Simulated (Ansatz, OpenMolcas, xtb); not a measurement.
Loss of CH4: C3H5F → C2HF + CH4

Species: C3H5F `C=CCF`, singlet; C2HF (fluoroacetylene) `C#CF`, singlet; CH4 (methane) `C`, singlet. 

Shapes, held fixed at every level: PBE0-D4/def2-TZVP. Flexible molecules stand in one conformer, not always the lowest. Programs: Ansatz 0.2.0, OpenMolcas 26.06, xtb 6.7.1. Electronic energies: no zero-point or thermal term.

```tsv
level	kind	ΔE (kJ/mol)	less CCSD(T)/CBS estimate
GFN0-xTB	semi-empirical	+82.6	-123.4
r2SCAN-D4/def2-TZVPP	meta-GGA	+211.1	+5.1
B3LYP/6-31G* (spherical functions)	global hybrid	+198.0	-8.0
B3LYP-D4/def2-TZVPP	global hybrid	+202.6	-3.4
PBE0-D4/def2-TZVPP	global hybrid	+218.4	+12.4
B2PLYP/def2-TZVPP	double hybrid	+195.2	-10.8
MP2/def2-TZVPP	perturbation theory	+197.7	-8.3
CCSD(T)/CBS estimate	coupled cluster or CI	+206.0	0.0
```

The highest level, CCSD(T)/CBS estimate, gives ΔE = +206.0 kJ/mol; the levels span +82.6 to +218.4. GFN0-xTB strays far from the other rows. The column of differences is taken from that level and isn't an error. No measured value is set beside it here. The CBS estimate extrapolates MP2 from def2-TZVPP and def2-QZVPP and adds CCSD(T) − MP2 in the triple-zeta set, cores frozen.

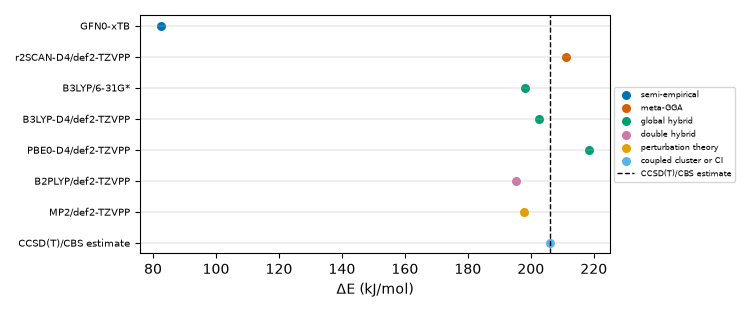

The values of the table, level by level.
